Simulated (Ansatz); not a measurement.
**Fields on a plane of TiN (rock salt)**

```yaml
crystal:
  lattice:
    - [0.00000, 2.10193, 2.10193]
    - [2.10193, 0.00000, 2.10193]
    - [2.10193, 2.10193, 0.00000]
  atoms:
    - { symbol: N, position: [0.00000, 0.00000, 0.00000] }
    - { symbol: Ti, position: [0.50000, 0.50000, 0.50000] }
```

The slice is a {110} plane (indices of the conventional cell) through the point (0.000, 0.000, 0.000) (fractional), spanned by u = [100] and v = [1 -1 -1] in vectors of this cell: u (2.97 Å) and v (4.20 Å, at 90° to u). It covers one period; positions are fractions (u, v).

Atoms on it: N at (0.00, 0.00); Ti at (0.00, 0.50).

These are PBEsol (plane waves to 420 eV, PAW, scalar-relativistic; Ansatz, a program for electronic structure) values and carry that method's errors. k mesh 19×19×19. These are valence fields of a PAW run, semicore shells included where kept as valence: close to a nucleus they are smooth pseudo fields. The PAW data are Ansatz's earlier set. TiN is run without spin polarisation. TiN was relaxed with its symmetry unable to fall.

| v \ u | 0.00 | 0.10 | 0.20 | 0.30 | 0.40 | 0.50 | 0.60 | 0.70 | 0.80 | 0.90 |
|---|---|---|---|---|---|---|---|---|---|---|
| 0.93 | 0.5 | 0.5 | 0.1 | -0.3 | -0.6 | -0.7 | -0.6 | -0.3 | 0.1 | 0.5 |
| 0.86 | 0.2 | 0.1 | -0.2 | -0.5 | -0.7 | -0.8 | -0.7 | -0.5 | -0.2 | 0.1 |
| 0.79 | -0.2 | -0.3 | -0.4 | -0.7 | -0.8 | -0.9 | -0.8 | -0.7 | -0.4 | -0.3 |
| 0.71 | -0.2 | -0.3 | -0.5 | -0.7 | -0.8 | -0.9 | -0.8 | -0.7 | -0.5 | -0.3 |
| 0.64 | 0.5 | 0.4 | -0.1 | -0.6 | -0.8 | -0.8 | -0.8 | -0.6 | -0.1 | 0.4 |
| 0.57 | 1.0 | 0.8 | 0.4 | -0.3 | -0.7 | -0.7 | -0.7 | -0.3 | 0.4 | 0.8 |
| 0.50 | 1.1 | 1.0 | 0.5 | -0.2 | -0.6 | -0.7 | -0.6 | -0.2 | 0.5 | 1.0 |
| 0.43 | 1.0 | 0.8 | 0.4 | -0.3 | -0.7 | -0.7 | -0.7 | -0.3 | 0.4 | 0.8 |
| 0.36 | 0.5 | 0.4 | -0.1 | -0.6 | -0.8 | -0.8 | -0.8 | -0.6 | -0.1 | 0.4 |
| 0.29 | -0.2 | -0.3 | -0.5 | -0.7 | -0.8 | -0.9 | -0.8 | -0.7 | -0.5 | -0.3 |
| 0.21 | -0.2 | -0.3 | -0.4 | -0.7 | -0.8 | -0.9 | -0.8 | -0.7 | -0.4 | -0.3 |
| 0.14 | 0.2 | 0.1 | -0.2 | -0.5 | -0.7 | -0.8 | -0.7 | -0.5 | -0.2 | 0.1 |
| 0.07 | 0.5 | 0.5 | 0.1 | -0.3 | -0.6 | -0.7 | -0.6 | -0.3 | 0.1 | 0.5 |
| 0.00 | 0.5 | 0.5 | 0.2 | -0.2 | -0.6 | -0.7 | -0.6 | -0.2 | 0.2 | 0.5 |

Values: log₁₀ of the valence density in e/Å³. The scale is logarithmic, as a density can span decades between atoms and voids.

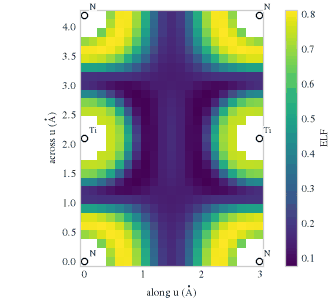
Figure. Electron localisation function (ELF), one period of the plane, atoms marked. Points within 0.4 Å of a nucleus are left white, as the pseudised field means little there.

* **Density on the N–Ti line (2.10 Å) at its midpoint**: 0.54 e/Å³
* **ELF at that point**: 0.18
